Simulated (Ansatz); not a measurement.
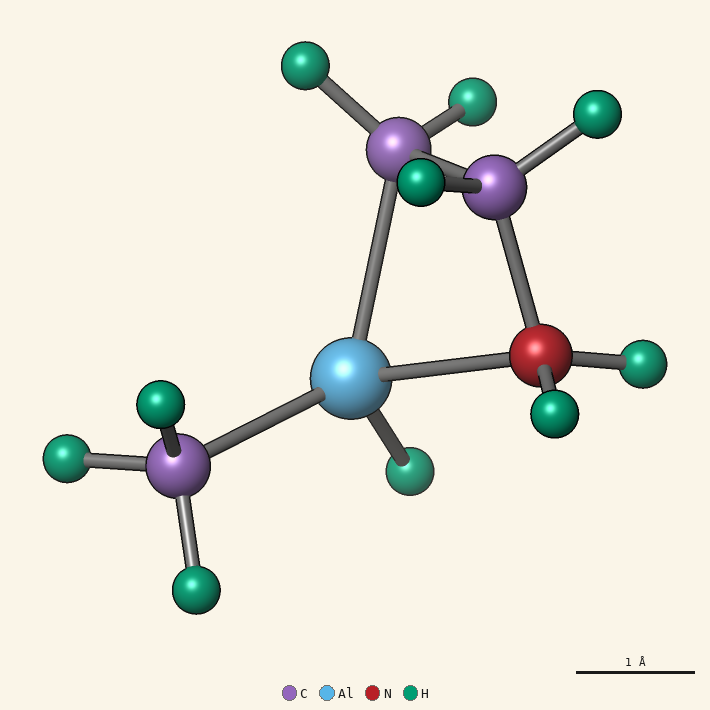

Ball-and-stick drawing of a structure. Every bond is drawn as one stick, whatever its order.

**Which formula does it have?**

C3H10AlN, 15 atoms: 3 carbon, 10 hydrogen, 1 aluminium and 1 nitrogen.

**What is the point group of this geometry?**

C1.

**Count the bonded pairs by element.**

7 C–H, 2 C–Al, 2 N–H, 1 C–N, 1 Al–H, 1 Al–N, 1 C–C. Sticks follow a distance rule.

More results for the same structure follow; atom numbers are the same in all pictures, views and colours differ. The computed structure is the end point of a PBE0-D4/def2-TZVP optimisation. No frequency run is at hand to confirm it as a minimum.

## Levels of theory compared

No frequency run is at hand to confirm it as a minimum. Program: Ansatz 0.2.0.

Compare HOMO–LUMO gap (eV), HOMO energy (eV) at these levels: B3LYP-D4/def2-TZVPP; PBE-D4/def2-TZVPP; PBE0-D4/def2-TZVPP; r2SCAN-D4/def2-TZVPP; ωB97M-V/def2-TZVPP; ωB97X-V/def2-TZVPP.

```csv
level,HOMO–LUMO gap (eV),HOMO energy (eV)
B3LYP-D4/def2-TZVPP,6.38,−6.48
PBE-D4/def2-TZVPP,4.87,−5.47
PBE0-D4/def2-TZVPP,6.90,−6.68
r2SCAN-D4/def2-TZVPP,5.74,−5.70
ωB97M-V/def2-TZVPP,10.52,−8.91
ωB97X-V/def2-TZVPP,11.11,−9.05
```

## Dipole moment

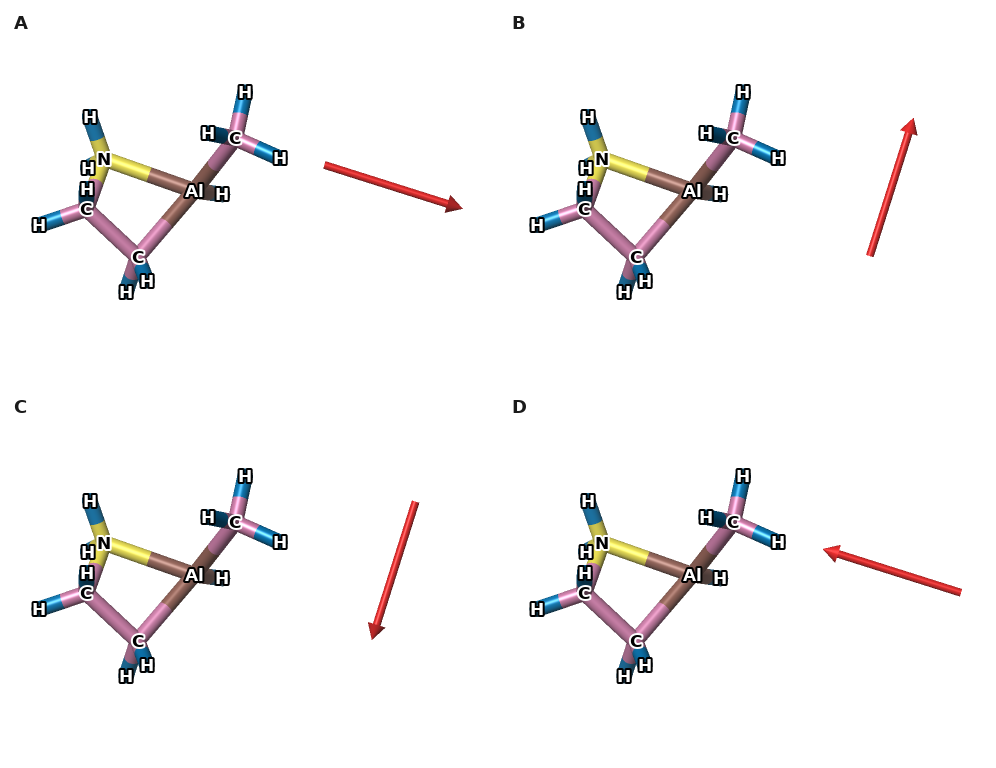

The same molecule four times, each with an arrow. No frequency run is at hand to confirm it as a minimum. Level of theory: RKS PBE-D4/def2-TZVPP (Ansatz 0.2.0).

**Which arrow points along the dipole moment, from the negative to the positive end?**

D. The dipole moment is 3.96 D.

## Charges

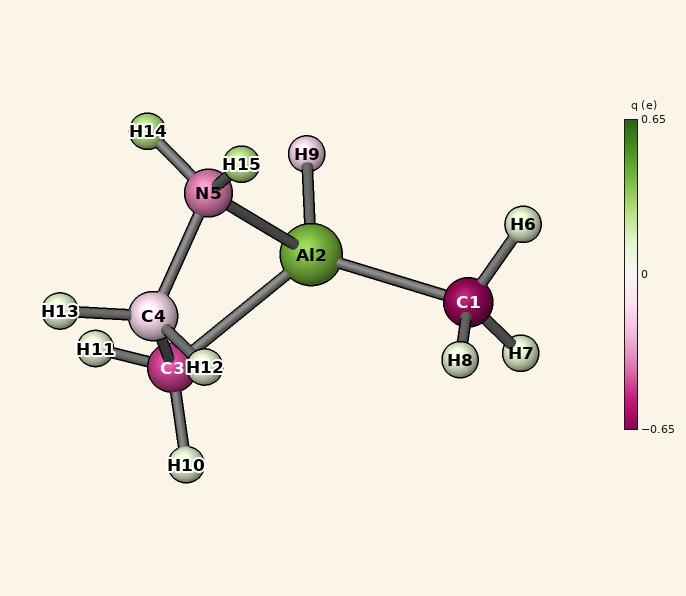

Atoms are coloured by their Mulliken charges. No frequency run is at hand to confirm it as a minimum. Properties computed with RKS PBE0-D4/def2-TZVP (Ansatz 0.2.0).

**Which atom carries the highest charge (most positive or least negative)?**

Al2 (0.40 e).

**And the lowest?**

C1 (−0.62 e).

List the Mulliken charges.

```csv
atom,value (e)
C1,−0.62
Al2,0.40
C3,−0.47
C4,−0.15
N5,−0.37
H6,0.13
H7,0.13
H8,0.12
H9,−0.15
H10,0.12
H11,0.12
H12,0.13
H13,0.13
H14,0.25
H15,0.25
```

Mulliken values depend strongly on the basis set and can even reverse the polarity of a bond.
